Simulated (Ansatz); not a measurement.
**Hypothetical rock salt BeS, pressure series**

Take BeS in the rock salt structure (space group Fm-3m, No. 225; a = 4.6293 Å; a hypothetical phase, not in the database extracts checked) as the base.

Cell and atoms are relaxed at each pressure.

Calculations: PBE (Ansatz, a first-principles code; PAW; 420 eV plane waves; no spin-orbit coupling).

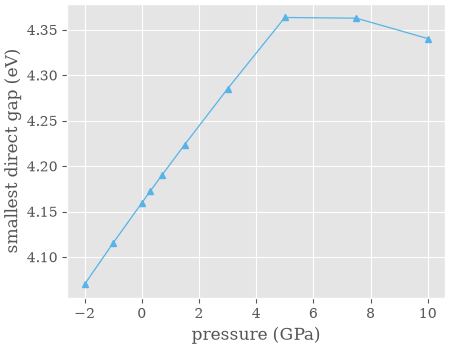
Fig. 1. Smallest direct gap against pressure

```
pressure (GPa)  smallest direct gap
--------------  -------------------
-2                          4.07 eV
-1                          4.12 eV
0.3                         4.17 eV
0.7                         4.19 eV
1.5                         4.22 eV
3                           4.29 eV
5                           4.36 eV
7.5                         4.36 eV
10                          4.34 eV
```

Load acts through the strain it causes; cell and atoms are relaxed under it. No phonon test of stability was made. No other phases were tried under pressure.
